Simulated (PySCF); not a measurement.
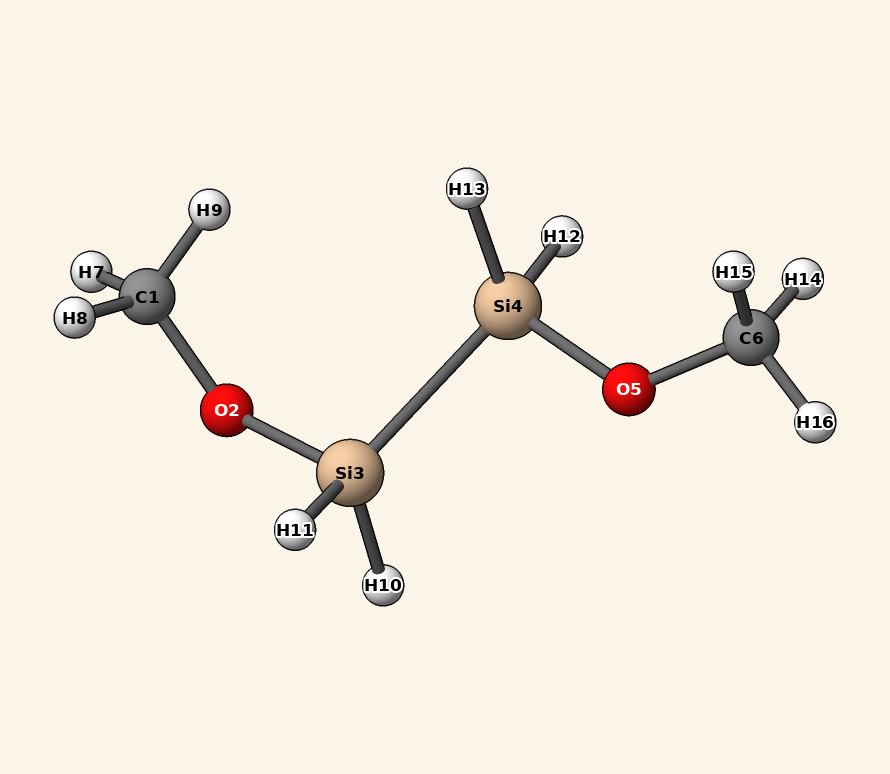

The questions are on isotropic NMR shieldings of the Si atoms. The computed structure is the end point of a GFN2-xTB optimisation. No frequency run is at hand to confirm it as a minimum. Level of theory: GIAO PBE0/pcSseg-1 NMR shielding, non-relativistic, gas phase (PySCF 2.14.0).

List the isotropic NMR shieldings of the Si atoms.

```
atom  σ (ppm)
 Si3    375.8
 Si4    382.6
```

The geometry is semi-empirical. Around Si such bond lengths and angles can be off by a tenth of an ångström or more and by several degrees, and values that hang on the shape move with them.
